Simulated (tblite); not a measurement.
**Geometry relaxation, with input and output: C7H11FSi (part 2 of 2)**

C7H11FSi, SMILES CC(C)C1=C[SiH2]C(F)=C1; GFN2-xTB geometry optimisation, gas phase (tblite 0.8.0). 

Geometry of the input (Å):
```
C  -1.9656  1.0732  -0.4570
C  -1.1572  -0.1842  -0.7259
C  -1.7818  -1.4054  -0.0321
C  0.2921  -0.0061  -0.3226
C  1.3357  -0.0834  -1.1618
Si 2.9787  0.1897  -0.2866
C  1.9991  0.3865  1.2783
F  2.5423  0.6328  2.4933
C  0.6829  0.2473  1.0756
H  -2.9953  0.9587  -0.8424
H  -2.0566  1.2970  0.6118
H  -1.5291  1.9415  -0.9490
H  -1.1928  -0.3737  -1.7885
H  -1.8596  -1.2707  1.0469
H  -1.2140  -2.3023  -0.2261
H  -2.8070  -1.5657  -0.4056
H  1.3043  -0.2613  -2.2286
H  3.8236  -1.0388  -0.3265
H  3.6416  1.4423  -0.7403
H  -0.0466  0.3332  1.8755
```

Trajectory as extended XYZ, continued
```
20
Properties=species:S:1:pos:R:3:forces:R:3 step=16 energy=-734.91991
C    -1.9526    1.0758   -0.4479   -0.0040   0.0120   0.0090
C    -1.1403   -0.1901   -0.7307   -0.0470   0.0030   0.0040
C    -1.7673   -1.3951   -0.0264   -0.0050  -0.0180   0.0120
C     0.2957   -0.0146   -0.3255   -0.0120   0.0050  -0.0470
C     1.3214   -0.0854   -1.1923    0.0180   0.0010  -0.0110
Si    2.9658    0.1820   -0.3292    0.0250  -0.0030  -0.0180
C     1.9691    0.3814    1.2754    0.0010   0.0040   0.0180
F     2.4813    0.6262    2.4993   -0.0020   0.0120   0.0620
C     0.6568    0.2503    1.0669   -0.0010  -0.0210  -0.0390
H    -2.9667    0.9547   -0.8237    0.0050   0.0210   0.0110
H    -2.0046    1.2744    0.6198    0.0090  -0.0020   0.0050
H    -1.5013    1.9372   -0.9357    0.0030  -0.0110  -0.0060
H    -1.1623   -0.3753   -1.8115    0.0050   0.0000   0.0220
H    -1.8133   -1.2386    1.0484    0.0110   0.0110   0.0050
H    -1.1863   -2.2948   -0.2171    0.0080   0.0030  -0.0110
H    -2.7796   -1.5513   -0.3930   -0.0040  -0.0150   0.0110
H     1.1531   -0.2749   -2.2395    0.0100  -0.0050  -0.0140
H     3.8450   -0.9853   -0.2933   -0.0140  -0.0010   0.0110
H     3.6709    1.4081   -0.6979   -0.0130   0.0050   0.0080
H    -0.0899    0.3258    1.8423    0.0060  -0.0010  -0.0320
20
Properties=species:S:1:pos:R:3:forces:R:3 step=17 energy=-734.92033
C    -1.9519    1.0755   -0.4475   -0.0040   0.0210   0.0080
C    -1.1419   -0.1908   -0.7318   -0.0300   0.0100  -0.0010
C    -1.7670   -1.3951   -0.0258    0.0000  -0.0210   0.0090
C     0.2943   -0.0156   -0.3271    0.0040   0.0150  -0.0510
C     1.3208   -0.0851   -1.1928    0.0290  -0.0050  -0.0240
Si    2.9650    0.1820   -0.3287    0.0170  -0.0020  -0.0190
C     1.9677    0.3812    1.2751    0.0130   0.0040   0.0120
F     2.4804    0.6259    2.4990   -0.0150   0.0110   0.0560
C     0.6557    0.2504    1.0648    0.0000  -0.0270  -0.0250
H    -2.9663    0.9585   -0.8219   -0.0140   0.0070   0.0080
H    -2.0011    1.2737    0.6198    0.0040   0.0000   0.0230
H    -1.5006    1.9364   -0.9349    0.0190   0.0040  -0.0170
H    -1.1645   -0.3755   -1.8127    0.0040  -0.0030   0.0210
H    -1.8101   -1.2370    1.0486    0.0040   0.0070   0.0120
H    -1.1853   -2.2937   -0.2170    0.0170  -0.0120  -0.0100
H    -2.7791   -1.5538   -0.3906   -0.0200  -0.0100   0.0110
H     1.1551   -0.2750   -2.2403    0.0040  -0.0050  -0.0140
H     3.8444   -0.9846   -0.2912   -0.0100  -0.0080   0.0090
H     3.6703    1.4080   -0.6959   -0.0100   0.0110   0.0040
H    -0.0910    0.3252    1.8393   -0.0120   0.0030  -0.0130
20
Properties=species:S:1:pos:R:3:forces:R:3 step=18 energy=-734.92075
C    -1.9512    1.0756   -0.4469   -0.0040   0.0240   0.0060
C    -1.1439   -0.1915   -0.7330    0.0000   0.0130  -0.0030
C    -1.7667   -1.3954   -0.0250    0.0040  -0.0170   0.0040
C     0.2930   -0.0162   -0.3295    0.0210   0.0210  -0.0370
C     1.3206   -0.0849   -1.1939    0.0290  -0.0100  -0.0310
Si    2.9645    0.1820   -0.3284    0.0050   0.0010  -0.0090
C     1.9663    0.3811    1.2751    0.0180   0.0030   0.0040
F     2.4790    0.6258    2.4998   -0.0340   0.0060   0.0340
C     0.6547    0.2500    1.0622    0.0060  -0.0240  -0.0050
H    -2.9661    0.9624   -0.8199   -0.0290  -0.0040   0.0060
H    -1.9975    1.2728    0.6204   -0.0020   0.0040   0.0340
H    -1.4994    1.9357   -0.9344    0.0290   0.0170  -0.0220
H    -1.1666   -0.3758   -1.8136   -0.0020  -0.0070   0.0120
H    -1.8066   -1.2351    1.0491   -0.0030   0.0000   0.0150
H    -1.1839   -2.2928   -0.2171    0.0210  -0.0210  -0.0060
H    -2.7788   -1.5566   -0.3880   -0.0280  -0.0060   0.0130
H     1.1567   -0.2752   -2.2416    0.0020  -0.0050  -0.0180
H     3.8438   -0.9839   -0.2889   -0.0040  -0.0170   0.0060
H     3.6695    1.4081   -0.6938   -0.0060   0.0180  -0.0010
H    -0.0924    0.3246    1.8360   -0.0220   0.0040  -0.0010
20
Properties=species:S:1:pos:R:3:forces:R:3 step=20 energy=-734.92159
C    -1.9499    1.0772   -0.4453    0.0000   0.0130   0.0020
C    -1.1474   -0.1920   -0.7354    0.0440   0.0100   0.0040
C    -1.7654   -1.3967   -0.0233    0.0110   0.0060  -0.0060
C     0.2917   -0.0164   -0.3361    0.0340   0.0110   0.0150
C     1.3213   -0.0853   -1.1982    0.0080  -0.0100  -0.0220
Si    2.9634    0.1820   -0.3286   -0.0060   0.0050   0.0160
C     1.9637    0.3809    1.2751    0.0040  -0.0040  -0.0090
F     2.4730    0.6257    2.5026   -0.0590  -0.0050  -0.0190
C     0.6526    0.2478    1.0568    0.0110  -0.0020   0.0200
H    -2.9670    0.9702   -0.8149   -0.0200  -0.0100   0.0140
H    -1.9895    1.2712    0.6232   -0.0110   0.0160   0.0140
H    -1.4950    1.9351   -0.9344    0.0210   0.0170  -0.0090
H    -1.1710   -0.3770   -1.8152   -0.0190  -0.0080  -0.0090
H    -1.7993   -1.2312    1.0506   -0.0120  -0.0230   0.0020
H    -1.1795   -2.2921   -0.2173    0.0070  -0.0140   0.0070
H    -2.7792   -1.5623   -0.3814   -0.0060   0.0040   0.0210
H     1.1585   -0.2760   -2.2457    0.0080  -0.0030  -0.0280
H     3.8426   -0.9832   -0.2834    0.0010  -0.0240  -0.0010
H     3.6681    1.4091   -0.6891   -0.0010   0.0220  -0.0090
H    -0.0968    0.3236    1.8285   -0.0160  -0.0010  -0.0020
20
Properties=species:S:1:pos:R:3:forces:R:3 step=21 energy=-734.92195
C    -1.9493    1.0784   -0.4445    0.0060   0.0020   0.0000
C    -1.1480   -0.1919   -0.7363    0.0390   0.0050   0.0060
C    -1.7646   -1.3973   -0.0227    0.0130   0.0150  -0.0060
C     0.2921   -0.0161   -0.3388    0.0230  -0.0020   0.0240
C     1.3221   -0.0857   -1.2007    0.0000  -0.0050  -0.0080
Si    2.9629    0.1821   -0.3285    0.0010   0.0040   0.0150
C     1.9626    0.3808    1.2750   -0.0090  -0.0060  -0.0110
F     2.4689    0.6256    2.5038   -0.0530  -0.0060  -0.0250
C     0.6519    0.2467    1.0549    0.0030   0.0090   0.0140
H    -2.9678    0.9732   -0.8124    0.0020  -0.0080   0.0190
H    -1.9864    1.2709    0.6249   -0.0110   0.0200  -0.0070
H    -1.4925    1.9353   -0.9347    0.0060   0.0070   0.0050
H    -1.1733   -0.3777   -1.8159   -0.0200  -0.0030  -0.0090
H    -1.7965   -1.2301    1.0513   -0.0110  -0.0300  -0.0060
H    -1.1773   -2.2922   -0.2173   -0.0040  -0.0020   0.0110
H    -2.7796   -1.5646   -0.3780    0.0140   0.0100   0.0210
H     1.1593   -0.2766   -2.2484    0.0110  -0.0010  -0.0230
H     3.8421   -0.9835   -0.2811   -0.0010  -0.0180  -0.0040
H     3.6674    1.4102   -0.6873   -0.0030   0.0170  -0.0090
H    -0.0992    0.3231    1.8253   -0.0050  -0.0040  -0.0070
20
Properties=species:S:1:pos:R:3:forces:R:3 step=22 energy=-734.92223
C    -1.9488    1.0794   -0.4439    0.0110  -0.0060   0.0000
C    -1.1478   -0.1917   -0.7368    0.0190   0.0000   0.0060
C    -1.7637   -1.3975   -0.0223    0.0130   0.0160  -0.0020
C     0.2929   -0.0158   -0.3405    0.0070  -0.0130   0.0140
C     1.3228   -0.0862   -1.2026   -0.0010  -0.0010   0.0040
Si    2.9628    0.1822   -0.3281    0.0100   0.0010   0.0060
C     1.9619    0.3806    1.2746   -0.0170  -0.0070  -0.0090
F     2.4649    0.6255    2.5043   -0.0360  -0.0040  -0.0150
C     0.6515    0.2460    1.0537   -0.0080   0.0130  -0.0020
H    -2.9685    0.9751   -0.8103    0.0210  -0.0070   0.0200
H    -1.9845    1.2711    0.6260   -0.0090   0.0220  -0.0210
H    -1.4906    1.9356   -0.9349   -0.0080  -0.0020   0.0140
H    -1.1753   -0.3782   -1.8165   -0.0150   0.0020  -0.0030
H    -1.7949   -1.2299    1.0517   -0.0070  -0.0310  -0.0080
H    -1.1759   -2.2924   -0.2171   -0.0110   0.0070   0.0120
H    -2.7798   -1.5660   -0.3751    0.0270   0.0150   0.0150
H     1.1604   -0.2769   -2.2507    0.0120   0.0010  -0.0100
H     3.8416   -0.9842   -0.2796   -0.0050  -0.0090  -0.0050
H     3.6668    1.4114   -0.6863   -0.0050   0.0080  -0.0070
H    -0.1010    0.3227    1.8229    0.0020  -0.0060  -0.0080
20
Properties=species:S:1:pos:R:3:forces:R:3 step=23 energy=-734.92245
C    -1.9482    1.0800   -0.4436    0.0150  -0.0100   0.0010
C    -1.1472   -0.1915   -0.7371   -0.0030  -0.0030   0.0020
C    -1.7628   -1.3974   -0.0221    0.0120   0.0100   0.0040
C     0.2937   -0.0158   -0.3415   -0.0060  -0.0170  -0.0050
C     1.3234   -0.0865   -1.2040    0.0030   0.0020   0.0100
Si    2.9629    0.1823   -0.3277    0.0130  -0.0020  -0.0060
C     1.9611    0.3803    1.2742   -0.0190  -0.0050  -0.0070
F     2.4614    0.6254    2.5045   -0.0180   0.0000   0.0010
C     0.6511    0.2457    1.0528   -0.0160   0.0110  -0.0170
H    -2.9687    0.9763   -0.8084    0.0300  -0.0080   0.0150
H    -1.9835    1.2719    0.6265   -0.0050   0.0210  -0.0220
H    -1.4893    1.9359   -0.9348   -0.0140  -0.0050   0.0160
H    -1.1772   -0.3786   -1.8168   -0.0070   0.0070   0.0050
H    -1.7940   -1.2306    1.0519   -0.0010  -0.0250  -0.0020
H    -1.1751   -2.2925   -0.2167   -0.0110   0.0090   0.0090
H    -2.7795   -1.5668   -0.3728    0.0280   0.0190   0.0050
H     1.1617   -0.2772   -2.2526    0.0110   0.0040   0.0050
H     3.8410   -0.9851   -0.2786   -0.0070  -0.0010  -0.0050
H     3.6662    1.4125   -0.6858   -0.0070   0.0000  -0.0040
H    -0.1022    0.3224    1.8211    0.0040  -0.0060  -0.0050
20
Properties=species:S:1:pos:R:3:forces:R:3 step=25 energy=-734.92281
C    -1.9463    1.0804   -0.4428    0.0110  -0.0030   0.0050
C    -1.1467   -0.1914   -0.7377   -0.0190  -0.0050  -0.0020
C    -1.7607   -1.3968   -0.0214    0.0020  -0.0080   0.0140
C     0.2945   -0.0169   -0.3438   -0.0140  -0.0080  -0.0260
C     1.3247   -0.0870   -1.2058    0.0090   0.0010   0.0070
Si    2.9635    0.1825   -0.3273    0.0010  -0.0030  -0.0100
C     1.9589    0.3796    1.2730   -0.0090   0.0010  -0.0010
F     2.4545    0.6251    2.5047    0.0030   0.0030   0.0150
C     0.6494    0.2457    1.0502   -0.0150  -0.0020  -0.0230
H    -2.9676    0.9782   -0.8043    0.0170  -0.0150  -0.0030
H    -1.9816    1.2742    0.6263    0.0070   0.0140   0.0020
H    -1.4879    1.9362   -0.9339   -0.0090   0.0030   0.0030
H    -1.1809   -0.3788   -1.8173    0.0040   0.0080   0.0070
H    -1.7920   -1.2328    1.0525    0.0100  -0.0050   0.0180
H    -1.1742   -2.2921   -0.2157    0.0020  -0.0010  -0.0020
H    -2.7776   -1.5673   -0.3685    0.0060   0.0190  -0.0160
H     1.1651   -0.2772   -2.2552    0.0070   0.0050   0.0200
H     3.8397   -0.9865   -0.2772   -0.0050   0.0050  -0.0050
H     3.6645    1.4143   -0.6851   -0.0060  -0.0080  -0.0020
H    -0.1043    0.3214    1.8177   -0.0030  -0.0020  -0.0010
20
Properties=species:S:1:pos:R:3:forces:R:3 step=26 energy=-734.92294
C    -1.9453    1.0804   -0.4423    0.0040   0.0030   0.0060
C    -1.1469   -0.1916   -0.7380   -0.0100  -0.0040  -0.0010
C    -1.7598   -1.3967   -0.0207   -0.0020  -0.0110   0.0130
C     0.2943   -0.0176   -0.3454   -0.0080   0.0010  -0.0170
C     1.3252   -0.0871   -1.2064    0.0050   0.0000   0.0020
Si    2.9636    0.1825   -0.3273   -0.0070  -0.0010   0.0000
C     1.9576    0.3793    1.2726   -0.0030   0.0040   0.0010
F     2.4517    0.6250    2.5050    0.0020   0.0020   0.0080
C     0.6483    0.2457    1.0485   -0.0070  -0.0060  -0.0110
H    -2.9666    0.9788   -0.8027    0.0050  -0.0160  -0.0100
H    -1.9804    1.2754    0.6263    0.0110   0.0090   0.0130
H    -1.4875    1.9363   -0.9334   -0.0020   0.0060  -0.0050
H    -1.1824   -0.3787   -1.8175    0.0030   0.0050   0.0020
H    -1.7908   -1.2336    1.0532    0.0130   0.0020   0.0210
H    -1.1736   -2.2920   -0.2153    0.0070  -0.0060  -0.0060
H    -2.7766   -1.5671   -0.3671   -0.0060   0.0160  -0.0190
H     1.1663   -0.2772   -2.2558    0.0060   0.0030   0.0140
H     3.8391   -0.9868   -0.2766   -0.0020   0.0040  -0.0060
H     3.6638    1.4147   -0.6846   -0.0040  -0.0070  -0.0020
H    -0.1053    0.3210    1.8162   -0.0050  -0.0010  -0.0020
20
Properties=species:S:1:pos:R:3:forces:R:3 step=27 energy=-734.92302
C    -1.9445    1.0806   -0.4419   -0.0010   0.0050   0.0060
C    -1.1472   -0.1918   -0.7383    0.0010  -0.0020   0.0020
C    -1.7592   -1.3968   -0.0200   -0.0040  -0.0080   0.0080
C     0.2941   -0.0180   -0.3468   -0.0010   0.0060  -0.0020
C     1.3257   -0.0872   -1.2068   -0.0010  -0.0010  -0.0010
Si    2.9635    0.1824   -0.3274   -0.0100   0.0010   0.0090
C     1.9566    0.3792    1.2723    0.0000   0.0050   0.0020
F     2.4498    0.6249    2.5054   -0.0020   0.0000  -0.0020
C     0.6475    0.2456    1.0472    0.0010  -0.0060   0.0010
H    -2.9659    0.9788   -0.8018   -0.0020  -0.0150  -0.0110
H    -1.9793    1.2763    0.6266    0.0120   0.0050   0.0160
H    -1.4872    1.9365   -0.9331    0.0010   0.0060  -0.0080
H    -1.1832   -0.3786   -1.8176   -0.0010   0.0010  -0.0020
H    -1.7896   -1.2340    1.0541    0.0120   0.0040   0.0160
H    -1.1731   -2.2919   -0.2152    0.0070  -0.0070  -0.0060
H    -2.7760   -1.5667   -0.3666   -0.0090   0.0110  -0.0160
H     1.1670   -0.2771   -2.2560    0.0060   0.0000   0.0030
H     3.8387   -0.9869   -0.2763    0.0000   0.0020  -0.0060
H     3.6633    1.4148   -0.6843   -0.0020  -0.0050  -0.0030
H    -0.1061    0.3206    1.8151   -0.0060  -0.0010  -0.0050
20
Properties=species:S:1:pos:R:3:forces:R:3 step=29 energy=-734.92312
C    -1.9438    1.0809   -0.4412   -0.0040   0.0020   0.0020
C    -1.1474   -0.1921   -0.7382    0.0080   0.0030   0.0050
C    -1.7588   -1.3972   -0.0190   -0.0010   0.0030  -0.0030
C     0.2939   -0.0182   -0.3481    0.0040   0.0040   0.0130
C     1.3261   -0.0874   -1.2072   -0.0060  -0.0010  -0.0010
Si    2.9631    0.1824   -0.3270   -0.0040   0.0010   0.0100
C     1.9555    0.3793    1.2721    0.0000   0.0030   0.0030
F     2.4478    0.6249    2.5058   -0.0030  -0.0010  -0.0050
C     0.6466    0.2452    1.0460    0.0040  -0.0020   0.0110
H    -2.9650    0.9778   -0.8015   -0.0030  -0.0060  -0.0030
H    -1.9777    1.2775    0.6275    0.0090   0.0000   0.0040
H    -1.4870    1.9369   -0.9333   -0.0010  -0.0020  -0.0060
H    -1.1840   -0.3783   -1.8177   -0.0050  -0.0020   0.0010
H    -1.7880   -1.2345    1.0556    0.0070   0.0000  -0.0030
H    -1.1724   -2.2923   -0.2153   -0.0030  -0.0010  -0.0030
H    -2.7758   -1.5654   -0.3669   -0.0020   0.0040   0.0000
H     1.1680   -0.2771   -2.2561    0.0060  -0.0020  -0.0100
H     3.8383   -0.9868   -0.2764    0.0010   0.0010  -0.0050
H     3.6628    1.4147   -0.6843    0.0000  -0.0030  -0.0030
H    -0.1072    0.3202    1.8136   -0.0060  -0.0010  -0.0060
20
Properties=species:S:1:pos:R:3:forces:R:3 step=30 energy=-734.92315
C    -1.9438    1.0811   -0.4409   -0.0020  -0.0010   0.0000
C    -1.1473   -0.1921   -0.7380    0.0040   0.0030   0.0040
C    -1.7588   -1.3973   -0.0188    0.0010   0.0050  -0.0050
C     0.2939   -0.0181   -0.3481    0.0030   0.0010   0.0080
C     1.3261   -0.0874   -1.2073   -0.0030   0.0000  -0.0010
Si    2.9629    0.1824   -0.3267    0.0000   0.0000   0.0040
C     1.9554    0.3794    1.2722   -0.0010   0.0020   0.0040
F     2.4473    0.6249    2.5058    0.0010   0.0010   0.0000
C     0.6466    0.2451    1.0460    0.0020   0.0000   0.0080
H    -2.9649    0.9773   -0.8016    0.0000  -0.0030   0.0020
H    -1.9773    1.2779    0.6278    0.0060  -0.0010  -0.0020
H    -1.4871    1.9370   -0.9335   -0.0030  -0.0050  -0.0030
H    -1.1843   -0.3783   -1.8176   -0.0040  -0.0020   0.0040
H    -1.7875   -1.2347    1.0560    0.0050  -0.0010  -0.0080
H    -1.1723   -2.2924   -0.2155   -0.0060   0.0020  -0.0020
H    -2.7758   -1.5648   -0.3671    0.0020   0.0020   0.0040
H     1.1685   -0.2771   -2.2563    0.0040  -0.0020  -0.0070
H     3.8382   -0.9869   -0.2767    0.0000   0.0020  -0.0040
H     3.6626    1.4146   -0.6845    0.0000  -0.0030  -0.0020
H    -0.1076    0.3201    1.8132   -0.0070  -0.0010  -0.0030
```

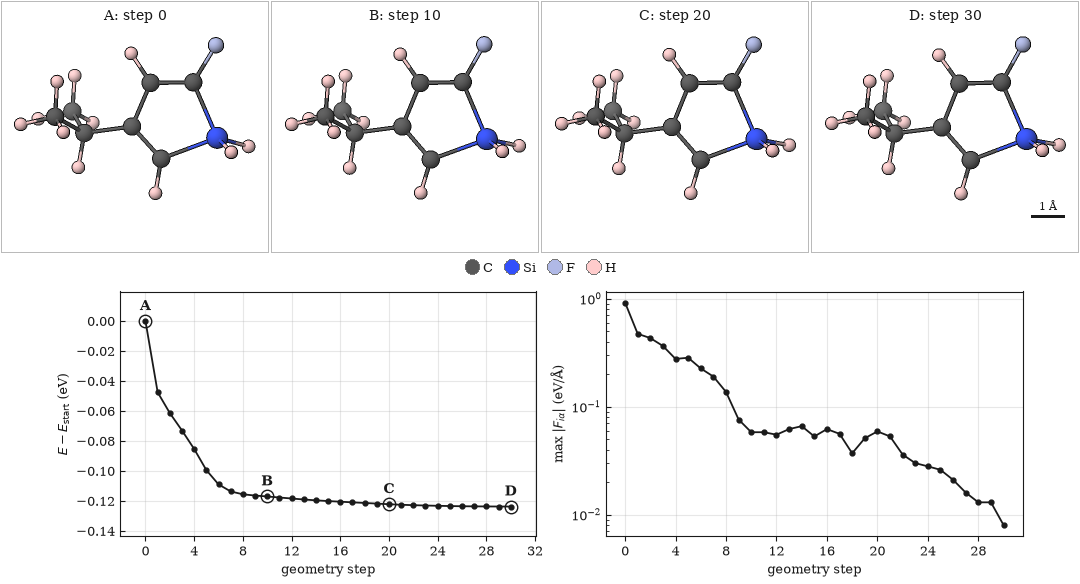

Fig. 1: Frames of the relaxation (ball-and-stick view, seen at a tilt) above the curves, on which the letters mark them (steps are counted from 0).

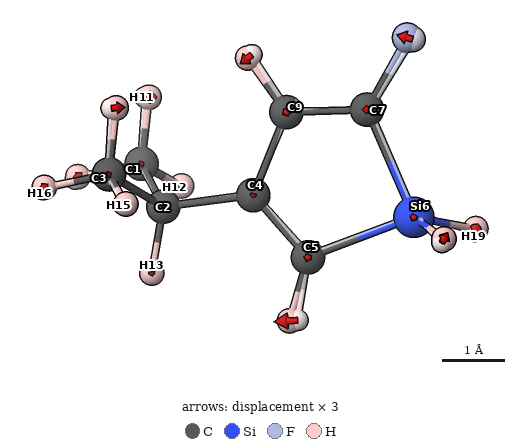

Fig. 2: Start (faint) and end (solid) with the displacements as red arrows, magnified 3 times (ball-and-stick view, seen at a tilt). The two geometries are laid on each other by the best rigid fit. The largest move after the best rigid fit is that of H17, 0.14 Å. Largest moves by element: H 0.14 Å, F 0.10 Å, C 0.05 Å, Si 0.04 Å. Distances before and after: Si6–C7 1.857 → 1.900 Å, Si6–H18 1.492 → 1.461 Å, C1–H10 1.105 → 1.088 Å, C2–H13 1.080 → 1.096 Å. Among the angles that change: Si6–C5–H17 120.5° → 127.5°, C4–C5–H17 127.1° → 121.2°, C5–Si6–H18 111.3° → 115.0°. Over 30 geometry steps the energy falls by 0.124 eV. The largest force component goes from 0.92 to 0.008 eV/Å. (Atoms are counted from 1 in the order of the input.)
